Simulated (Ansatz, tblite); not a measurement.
**The cluster Sn31PH44: charged states by level of theory**

What does removing or adding an electron cost or gain for the cluster Sn31PH44? Each charged state is run at several levels.

Method: as each input shows; program: Ansatz 0.2.0, Gaussian basis.

The runs, in order: charge +1 singlet, at the geometry of the doublet (PBE0-D4/def2-SVP, PBE-D4/def2-SVP, B97M-V/def2-SVP); charge -1 singlet, at the geometry of the doublet (PBE0-D4/def2-SVP, PBE-D4/def2-SVP, B97M-V/def2-SVP); the starting doublet's energies come from earlier runs.

2 further runs of the same task are left out: 2 for a known fault of the program.

## Step 1: The relaxed structure

The geometry is that of the doublet, from an earlier relaxation (r2SCAN-D4/def2-SVP).

76 atoms, charge 0, spin multiplicity 2.

Atoms are counted from 1 here; the program's logs count them from 0.

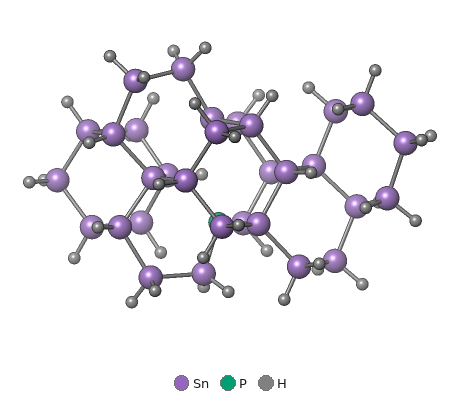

The structure; tin purple, phosphorus teal, hydrogen grey.

Sn takes a core potential in the def2 sets. No spin-orbit coupling is included.

## Step 2: Charge +1 singlet at the fixed geometry, PBE0-D4/def2-SVP

The input, in.yaml:

```yaml
crystal:
  periodic: [false, false, false]
  atoms:
    - {symbol: Sn, position_ang: [-2.345187, -4.040960, -3.067433]}
    - {symbol: Sn, position_ang: [-2.144234, -3.979030, 4.022409]}
    - {symbol: Sn, position_ang: [1.066803, -4.115828, 0.320652]}
    - {symbol: Sn, position_ang: [1.494047, -0.286788, -8.713157]}
    - {symbol: Sn, position_ang: [-2.335995, -0.522093, -6.010974]}
    - {symbol: Sn, position_ang: [-2.278508, 2.178719, -2.042312]}
    - {symbol: Sn, position_ang: [0.867894, -0.816048, -2.914034]}
    - {symbol: Sn, position_ang: [0.820360, 2.839281, -5.458855]}
    - {symbol: P, position_ang: [-1.656088, -1.310327, 0.585636]}
    - {symbol: Sn, position_ang: [-0.998492, 1.460653, 2.847818]}
    - {symbol: Sn, position_ang: [0.999815, -0.474716, 3.431298]}
    - {symbol: Sn, position_ang: [1.628253, 2.380153, 0.413347]}
    - {symbol: Sn, position_ang: [-2.069970, -0.418994, 6.655114]}
    - {symbol: Sn, position_ang: [1.125567, 2.837052, 6.380756]}
    - {symbol: Sn, position_ang: [4.361956, -1.018565, 0.112301]}
    - {symbol: Sn, position_ang: [4.784134, 2.414354, 3.797936]}
    - {symbol: Sn, position_ang: [-3.931066, -2.433255, -4.723766]}
    - {symbol: Sn, position_ang: [-3.134554, -3.155249, 1.533297]}
    - {symbol: Sn, position_ang: [-3.431828, 0.125527, -0.506135]}
    - {symbol: Sn, position_ang: [-3.251742, 0.651239, 4.353986]}
    - {symbol: Sn, position_ang: [-0.472219, -1.914295, -7.574541]}
    - {symbol: Sn, position_ang: [-0.621523, -2.618513, -1.345135]}
    - {symbol: Sn, position_ang: [-0.380500, -2.162888, 5.246536]}
    - {symbol: Sn, position_ang: [2.518116, -2.240309, 1.832511]}
    - {symbol: Sn, position_ang: [2.746089, 1.363803, -6.841256]}
    - {symbol: Sn, position_ang: [-0.868171, 1.004503, -4.167795]}
    - {symbol: Sn, position_ang: [-0.488262, 3.882750, -0.688937]}
    - {symbol: Sn, position_ang: [2.784173, 0.643868, -1.480638]}
    - {symbol: Sn, position_ang: [-0.213563, 3.841904, 4.135244]}
    - {symbol: Sn, position_ang: [2.781902, 0.953084, 5.114510]}
    - {symbol: Sn, position_ang: [3.816110, 3.764228, 1.538293]}
    - {symbol: Sn, position_ang: [-0.685956, 1.550483, 8.085644]}
    - {symbol: H, position_ang: [-3.314210, -5.177854, -2.214559]}
    - {symbol: H, position_ang: [-1.295025, -4.950430, -4.088713]}
    - {symbol: H, position_ang: [-3.504210, -4.190850, 5.063120]}
    - {symbol: H, position_ang: [-1.421400, -5.529680, 3.825498]}
    - {symbol: H, position_ang: [2.167488, -5.133727, -0.529204]}
    - {symbol: H, position_ang: [0.119329, -5.125529, 1.350905]}
    - {symbol: H, position_ang: [2.651471, -1.260187, -9.535724]}
    - {symbol: H, position_ang: [0.743179, 0.711293, -9.897198]}
    - {symbol: H, position_ang: [-3.305091, 0.492871, -7.016415]}
    - {symbol: H, position_ang: [-3.584648, 3.126984, -2.667347]}
    - {symbol: H, position_ang: [1.675695, -1.757949, -4.122350]}
    - {symbol: H, position_ang: [-0.061495, 3.846226, -6.540979]}
    - {symbol: H, position_ang: [1.547942, 3.862590, -4.279318]}
    - {symbol: H, position_ang: [-1.497906, 1.759918, 1.223057]}
    - {symbol: H, position_ang: [-3.206332, -1.256951, 7.646728]}
    - {symbol: H, position_ang: [2.015013, 4.046009, 7.232209]}
    - {symbol: H, position_ang: [5.211096, -2.229195, -0.772383]}
    - {symbol: H, position_ang: [5.520410, -0.103245, 1.001893]}
    - {symbol: H, position_ang: [6.085023, 1.388182, 3.325595]}
    - {symbol: H, position_ang: [5.430743, 3.571310, 4.903796]}
    - {symbol: H, position_ang: [-4.660606, -3.440162, -5.918725]}
    - {symbol: H, position_ang: [-5.200572, -1.700992, -3.826623]}
    - {symbol: H, position_ang: [-3.156343, -4.470333, 0.417569]}
    - {symbol: H, position_ang: [-4.735540, -2.532843, 1.643988]}
    - {symbol: H, position_ang: [-4.464265, -0.843207, -1.495081]}
    - {symbol: H, position_ang: [-4.374519, 0.756966, 0.791152]}
    - {symbol: H, position_ang: [-4.130855, -0.597037, 3.550207]}
    - {symbol: H, position_ang: [-4.330897, 1.971535, 4.590502]}
    - {symbol: H, position_ang: [-1.288570, -2.794379, -8.811453]}
    - {symbol: H, position_ang: [0.274920, -3.078416, -6.549642]}
    - {symbol: H, position_ang: [0.719188, -3.048623, 6.241777]}
    - {symbol: H, position_ang: [3.366243, -3.098685, 3.077537]}
    - {symbol: H, position_ang: [3.899082, 2.381933, -7.613858]}
    - {symbol: H, position_ang: [3.597893, 0.396660, -5.702544]}
    - {symbol: H, position_ang: [0.039193, 5.087184, -1.809498]}
    - {symbol: H, position_ang: [-1.320229, 4.701435, 0.581623]}
    - {symbol: H, position_ang: [3.736535, 1.545455, -2.612015]}
    - {symbol: H, position_ang: [0.856930, 4.796753, 3.179631]}
    - {symbol: H, position_ang: [-1.583994, 4.815391, 4.508266]}
    - {symbol: H, position_ang: [3.521348, -0.113023, 6.257367]}
    - {symbol: H, position_ang: [3.402222, 5.382864, 1.948520]}
    - {symbol: H, position_ang: [5.071364, 3.836347, 0.354756]}
    - {symbol: H, position_ang: [-1.800936, 2.672664, 8.770396]}
    - {symbol: H, position_ang: [0.164174, 0.815685, 9.391115]}
basis:
  gaussian: {orbitals: def2-SVP, fitting: {mean_field: def2-universal-jkfit}}
total_charge: 1
hamiltonian: {xc: pbe0, dispersion: d4}
scf: {omitted_lower_state_checks: [starts]}
output: {orbitals: {seedname: orbitals}}
```

Launch:

```
ansatz run in.yaml --threads 11 --pin off --events-out ev --progress --plain --max-ram 174080MiB --backend cuda --devices 0, --max-vram 75GiB
```

Standard output:

```text
Functional definition: PBE0
  name "PBE0"
  cite "Adamo & Barone, J. Chem. Phys. 110, 6158 (1999) doi:10.1063/1.478522"
  cite "Perdew, Burke & Ernzerhof, Phys. Rev. Lett. 77, 3865 (1996) doi:10.1103/PhysRevLett.77.3865"
  parent pbe
  parameter a = 0.25
  parameter kappa = 0.804
  parameter beta = 0.06672455060314922
  exchange = (1 - a)*pbe_x(kappa = kappa, mu = beta*pi^2/3) + a*exact_x
  correlation = pbe_c(beta = beta)
these checks for a lower state are left out or cut short: starts
7678 factors; integrals over basis functions are off by at most 3.3e-1 eV
mean field evaluation 1: about -190783.8856 eV, gradient 3.3e1 eV
mean field evaluation 2: about -190763.6997 eV, gradient 6.6e1 eV
mean field evaluation 4: about -190787.1338 eV, gradient 9.2e0 eV
mean field evaluation 8: about -190787.5018 eV, gradient 1.2e0 eV
mean field evaluation 16: about -190787.4858 eV, gradient 3.8e-3 eV
mean field -190787.48580770 eV, -7011.3107830303 hartree, gradient 8.1e-5 eV, S^2 0.000000; 0 other end points of the search recorded, 0 dependent functions left out
reference -190787.48593758 eV, -7011.3107878035 hartree; 370, 370 occupied and 674, 674 virtual orbitals, 7678 factors
Total energy: -190793.33673087 eV, -7011.5258004911 hartree
Checks for a lower state left out: starts
```

It took 16 s on 1 × H100 with 11 threads of AMD EPYC 7R13, shared host; peak host memory 1.9 GiB.

From the report: HOMO -8.46 eV, LUMO -7.03 eV.

## Step 3: Charge +1 singlet at the fixed geometry, PBE-D4/def2-SVP

start.molden holds the orbitals of an earlier run on this state, given as this run's starting guess.

in.yaml: that of step 2 with these lines changed.

```diff
@@ -80,5 +80,5 @@
 basis:
-  gaussian: {orbitals: def2-SVP, fitting: {mean_field: def2-universal-jkfit}}
+  gaussian: {orbitals: def2-SVP, fitting: {mean_field: def2-universal-jkfit}, initial_orbitals: start.molden}
 total_charge: 1
-hamiltonian: {xc: pbe0, dispersion: d4}
+hamiltonian: {xc: pbe, dispersion: d4}
 scf: {omitted_lower_state_checks: [starts]}
```

Launched as before.

Standard output:

```text
Functional definition: PBE
  name "PBE"
  cite "Perdew, Burke & Ernzerhof, Phys. Rev. Lett. 77, 3865 (1996) doi:10.1103/PhysRevLett.77.3865"
  parent pbe
  parameter kappa = 0.804
  parameter beta = 0.06672455060314922
  exchange = pbe_x(kappa = kappa, mu = beta*pi^2/3)
  correlation = pbe_c(beta = beta)
these checks for a lower state are left out or cut short: starts
7678 factors; integrals over basis functions are off by at most 3.3e-1 eV
mean field evaluation 1: about -190775.0115 eV, gradient 1.6e1 eV
mean field evaluation 2: about -190776.1029 eV, gradient 8.8e-1 eV
mean field evaluation 4: about -190776.0874 eV, gradient 1.2e-1 eV
mean field evaluation 8: about -190776.0875 eV, gradient 2.5e-5 eV
mean field -190776.08747241 eV, -7010.8919019345 hartree, gradient 2.5e-5 eV, S^2 0.000000; 0 other end points of the search recorded, 0 dependent functions left out
reference -190776.08764629 eV, -7010.8919083245 hartree; 370, 370 occupied and 674, 674 virtual orbitals, 7678 factors
Total energy: -190782.35074006 eV, -7011.1220727753 hartree
Checks for a lower state left out: starts
```

Wall time 11 s (1 × H100 with 11 threads of AMD EPYC 7R13, shared host); peak host memory 1.9 GiB.

From the report: HOMO -7.66 eV, LUMO -7.30 eV.

## Step 4: Charge +1 singlet at the fixed geometry, B97M-V/def2-SVP

in.yaml: that of step 3 with these lines changed.

```diff
@@ -82,3 +82,3 @@
 total_charge: 1
-hamiltonian: {xc: pbe, dispersion: d4}
+hamiltonian: {xc: {name: B97M-V}}
 scf: {omitted_lower_state_checks: [starts]}
```

Launched as before.

Standard output:

```text
Functional definition: B97M-V
  name "B97M-V"
  cite "Mardirossian & Head-Gordon, J. Chem. Phys. 142, 074111 (2015) doi:10.1063/1.4907719"
  cite "Becke, J. Chem. Phys. 107, 8554 (1997) doi:10.1063/1.475007"
  cite "Vydrov & Van Voorhis, J. Chem. Phys. 133, 244103 (2010) doi:10.1063/1.3521275"
  # Of w^i u^j: cxij and so on, Table III.
  parameter cx00 = 1.000
  parameter cx01 = 1.308
  parameter cx02 = 1.901
  parameter cx10 = 0.416
  parameter cx11 = 3.070
  parameter css00 = 1.000
  parameter css02 = -1.855
  parameter css10 = -5.668
  parameter css32 = -20.497
  parameter css42 = -20.364
  parameter cos00 = 1.000
  parameter cos01 = 1.573
  parameter cos03 = -6.298
  parameter cos10 = 2.535
  parameter cos32 = -6.427
  parameter b = 6.0
  parameter c = 0.01
  gx(w, u) = cx00 + cx01*u + cx02*u^2 + (cx10 + cx11*u)*w
  gss(w, u) = css00 + css02*u^2 + css10*w + (css32*w^3 + css42*w^4)*u^2
  gos(w, u) = cos00 + cos01*u + cos03*u^3 + cos10*w + cos32*w^3*u^2
  exchange = spin_sum(e_x_unif_s*gx(b97_w, b97_u_x))
  correlation = spin_sum(e_c_pw_mod_same_spin*gss(b97_w, b97_u_same))
      + integral(e_c_pw_mod_opposite_spin*gos(b97_w_opposite, b97_u_opposite)) + vv10(b, c)
these checks for a lower state are left out or cut short: starts
7678 factors; integrals over basis functions are off by at most 3.3e-1 eV
mean field evaluation 1: about -190781.9931 eV, gradient 2.7e1 eV
mean field evaluation 2: about -190783.4779 eV, gradient 1.2e0 eV
mean field evaluation 4: about -190783.5776 eV, gradient 1.9e-1 eV
mean field evaluation 8: about -190783.5778 eV, gradient 2.5e-5 eV
mean field -190783.57780648 eV, -7011.1671666344 hartree, gradient 2.5e-5 eV, S^2 0.000000; 0 other end points of the search recorded, 0 dependent functions left out
reference -190783.57805364 eV, -7011.1671757174 hartree; 370, 370 occupied and 674, 674 virtual orbitals, 7678 factors
Total energy: -190783.57805364 eV, -7011.1671757174 hartree
Checks for a lower state left out: starts
```

It took 16 s on 1 × H100 with 11 threads of AMD EPYC 7R13, shared host; peak host memory 2.4 GiB.

Report: HOMO -7.95 eV, LUMO -7.50 eV.

## Step 5: Vertical ionisation energy

Charged state less starting state, doublet to singlet; the starting state's energies are those of its earlier runs.

| level | vertical ionisation energy (eV) | time |
| --- | --- | --- |
| PBE-D4/def2-SVP | +6.13 | 25 s |
| B97M-V/def2-SVP | +6.27 | 44 s |
| PBE0-D4/def2-SVP | +6.40 | 60 s |

Times add the two runs; a level without a time comes out of a correlated run.

Beside −ε(HOMO) of the starting state (over both spins):

| level | −ε(HOMO) (eV) | by difference (eV) | mismatch (eV) |
| --- | --- | --- | --- |
| PBE-D4/def2-SVP | 4.76 | 6.13 | -1.37 |
| B97M-V/def2-SVP | 5.01 | 6.27 | -1.26 |
| PBE0-D4/def2-SVP | 5.58 | 6.40 | -0.82 |

## Step 6: Charge -1 singlet at the fixed geometry, PBE0-D4/def2-SVP

in.yaml: that of step 4 with these lines changed.

```diff
@@ -80,5 +80,5 @@
 basis:
-  gaussian: {orbitals: def2-SVP, fitting: {mean_field: def2-universal-jkfit}, initial_orbitals: start.molden}
-total_charge: 1
-hamiltonian: {xc: {name: B97M-V}}
+  gaussian: {orbitals: def2-SVP, fitting: {mean_field: def2-universal-jkfit}}
+total_charge: -1
+hamiltonian: {xc: pbe0, dispersion: d4}
 scf: {omitted_lower_state_checks: [starts]}
```

Same command.

Standard output:

```text
Functional definition: PBE0
  name "PBE0"
  cite "Adamo & Barone, J. Chem. Phys. 110, 6158 (1999) doi:10.1063/1.478522"
  cite "Perdew, Burke & Ernzerhof, Phys. Rev. Lett. 77, 3865 (1996) doi:10.1103/PhysRevLett.77.3865"
  parent pbe
  parameter a = 0.25
  parameter kappa = 0.804
  parameter beta = 0.06672455060314922
  exchange = (1 - a)*pbe_x(kappa = kappa, mu = beta*pi^2/3) + a*exact_x
  correlation = pbe_c(beta = beta)
these checks for a lower state are left out or cut short: starts
7678 factors; integrals over basis functions are off by at most 3.3e-1 eV
mean field evaluation 1: about -190791.4368 eV, gradient 4.0e1 eV
mean field evaluation 2: about -190785.4611 eV, gradient 5.5e1 eV
mean field evaluation 4: about -190796.5372 eV, gradient 6.6e0 eV
mean field evaluation 8: about -190796.6695 eV, gradient 7.5e-1 eV
mean field evaluation 16: about -190796.6717 eV, gradient 5.7e-4 eV
mean field -190796.67166760 eV, -7011.6483571554 hartree, gradient 2.3e-5 eV, S^2 0.000000; 0 other end points of the search recorded, 0 dependent functions left out
reference -190796.67179489 eV, -7011.6483618332 hartree; 371, 371 occupied and 673, 673 virtual orbitals, 7678 factors
Total energy: -190802.64600941 eV, -7011.8679101671 hartree
Checks for a lower state left out: starts
```

Wall time 18 s (1 × H100 with 11 threads of AMD EPYC 7R13, shared host); peak host memory 1.9 GiB.

From the report: HOMO -2.11 eV, LUMO -0.15 eV.

## Step 7: Charge -1 singlet at the fixed geometry, PBE-D4/def2-SVP

in.yaml: that of step 6 with these lines changed.

```diff
@@ -80,5 +80,5 @@
 basis:
-  gaussian: {orbitals: def2-SVP, fitting: {mean_field: def2-universal-jkfit}}
+  gaussian: {orbitals: def2-SVP, fitting: {mean_field: def2-universal-jkfit}, initial_orbitals: start.molden}
 total_charge: -1
-hamiltonian: {xc: pbe0, dispersion: d4}
+hamiltonian: {xc: pbe, dispersion: d4}
 scf: {omitted_lower_state_checks: [starts]}
```

Launched as before.

Standard output:

```text
Functional definition: PBE
  name "PBE"
  cite "Perdew, Burke & Ernzerhof, Phys. Rev. Lett. 77, 3865 (1996) doi:10.1103/PhysRevLett.77.3865"
  parent pbe
  parameter kappa = 0.804
  parameter beta = 0.06672455060314922
  exchange = pbe_x(kappa = kappa, mu = beta*pi^2/3)
  correlation = pbe_c(beta = beta)
these checks for a lower state are left out or cut short: starts
7678 factors; integrals over basis functions are off by at most 3.3e-1 eV
mean field evaluation 1: about -190783.9514 eV, gradient 1.6e1 eV
mean field evaluation 2: about -190785.0291 eV, gradient 9.2e-1 eV
mean field evaluation 4: about -190785.0106 eV, gradient 9.5e-2 eV
mean field evaluation 8: about -190785.0106 eV, gradient 1.4e-5 eV
mean field -190785.01062018 eV, -7011.2198215668 hartree, gradient 1.4e-5 eV, S^2 0.000000; 0 other end points of the search recorded, 0 dependent functions left out
reference -190785.01079051 eV, -7011.2198278262 hartree; 371, 371 occupied and 673, 673 virtual orbitals, 7678 factors
Total energy: -190791.40781909 eV, -7011.4549142904 hartree
Checks for a lower state left out: starts
```

Wall time 11 s (1 × H100 with 11 threads of AMD EPYC 7R13, shared host); peak host memory 1.9 GiB.

Report: HOMO -1.55 eV, LUMO -0.82 eV.

## Step 8: Charge -1 singlet at the fixed geometry, B97M-V/def2-SVP

in.yaml: that of step 7 with these lines changed.

```diff
@@ -82,3 +82,3 @@
 total_charge: -1
-hamiltonian: {xc: pbe, dispersion: d4}
+hamiltonian: {xc: {name: B97M-V}}
 scf: {omitted_lower_state_checks: [starts]}
```

Same command.

Standard output:

```text
Functional definition: B97M-V
  name "B97M-V"
  cite "Mardirossian & Head-Gordon, J. Chem. Phys. 142, 074111 (2015) doi:10.1063/1.4907719"
  cite "Becke, J. Chem. Phys. 107, 8554 (1997) doi:10.1063/1.475007"
  cite "Vydrov & Van Voorhis, J. Chem. Phys. 133, 244103 (2010) doi:10.1063/1.3521275"
  # Of w^i u^j: cxij and so on, Table III.
  parameter cx00 = 1.000
  parameter cx01 = 1.308
  parameter cx02 = 1.901
  parameter cx10 = 0.416
  parameter cx11 = 3.070
  parameter css00 = 1.000
  parameter css02 = -1.855
  parameter css10 = -5.668
  parameter css32 = -20.497
  parameter css42 = -20.364
  parameter cos00 = 1.000
  parameter cos01 = 1.573
  parameter cos03 = -6.298
  parameter cos10 = 2.535
  parameter cos32 = -6.427
  parameter b = 6.0
  parameter c = 0.01
  gx(w, u) = cx00 + cx01*u + cx02*u^2 + (cx10 + cx11*u)*w
  gss(w, u) = css00 + css02*u^2 + css10*w + (css32*w^3 + css42*w^4)*u^2
  gos(w, u) = cos00 + cos01*u + cos03*u^3 + cos10*w + cos32*w^3*u^2
  exchange = spin_sum(e_x_unif_s*gx(b97_w, b97_u_x))
  correlation = spin_sum(e_c_pw_mod_same_spin*gss(b97_w, b97_u_same))
      + integral(e_c_pw_mod_opposite_spin*gos(b97_w_opposite, b97_u_opposite)) + vv10(b, c)
these checks for a lower state are left out or cut short: starts
7678 factors; integrals over basis functions are off by at most 3.3e-1 eV
mean field evaluation 1: about -190791.1547 eV, gradient 2.7e1 eV
mean field evaluation 2: about -190792.6432 eV, gradient 1.2e0 eV
mean field evaluation 4: about -190792.7443 eV, gradient 1.8e-1 eV
mean field evaluation 8: about -190792.7445 eV, gradient 2.3e-5 eV
mean field -190792.74445281 eV, -7011.5040346738 hartree, gradient 2.3e-5 eV, S^2 0.000000; 0 other end points of the search recorded, 0 dependent functions left out
reference -190792.74469823 eV, -7011.5040436927 hartree; 371, 371 occupied and 673, 673 virtual orbitals, 7678 factors
Total energy: -190792.74469823 eV, -7011.5040436927 hartree
Checks for a lower state left out: starts
```

Run time: 17 s. Hardware: 1 × H100 with 11 threads of AMD EPYC 7R13, shared host; peak host memory 2.4 GiB.

Report: HOMO -1.63 eV, LUMO -0.62 eV.

## Step 9: Vertical electron affinity

Starting state less charged state (positive: the electron is bound), doublet to singlet; the starting state's energies are those of its earlier runs.

| level | vertical electron affinity (eV) | time |
| --- | --- | --- |
| PBE-D4/def2-SVP | +2.93 | 25 s |
| B97M-V/def2-SVP | +2.90 | 45 s |
| PBE0-D4/def2-SVP | +2.91 | 62 s |

Times add the two runs; a level without a time comes out of a correlated run.

Beside −ε(LUMO) of the starting state (over both spins):

| level | −ε(LUMO) (eV) | by difference (eV) | mismatch (eV) |
| --- | --- | --- | --- |
| PBE-D4/def2-SVP | 4.18 | 2.93 | +1.24 |
| B97M-V/def2-SVP | 4.26 | 2.90 | +1.36 |
| PBE0-D4/def2-SVP | 3.58 | 2.91 | +0.66 |

## Step 10: What came out

| quantity | value |
| --- | --- |
| vertical ionisation energy, functionals in def2-SVP | 6.13 (PBE-D4) to 6.40 eV (PBE0-D4) |
| vertical electron affinity, functionals in def2-SVP | 2.90 (B97M-V) to 2.93 eV (PBE-D4) |

What this shows: The vertical ionisation energy spans 6.13 to 6.40 eV over the functionals. −ε(HOMO) misses the level's own difference by -0.82 eV at best (PBE0-D4) and -1.37 eV at worst (PBE-D4). The vertical electron affinity spans 2.90 to 2.93 eV over the functionals. −ε(LUMO) misses the level's own difference by +0.66 eV at best (PBE0-D4) and +1.36 eV at worst (B97M-V). The charged states' spins were chosen beforehand and needn't be their lowest.
